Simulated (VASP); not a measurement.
Energy against volume of KBr (rock salt). Method: r2SCAN meta-GGA, VASP's PBE PAW potentials (set 64) (plane waves; VASP).

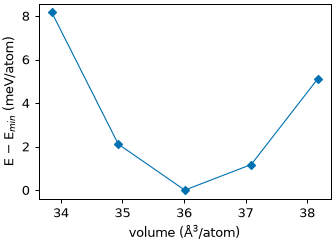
Figure: Energy against volume

Q: Estimate the equilibrium volume and the bulk modulus.

A: The minimum lies near 36.1 Å³/atom, and the curvature gives B0 of about 16 GPa.

The compound is KBr in the rock salt structure. It was relaxed first.
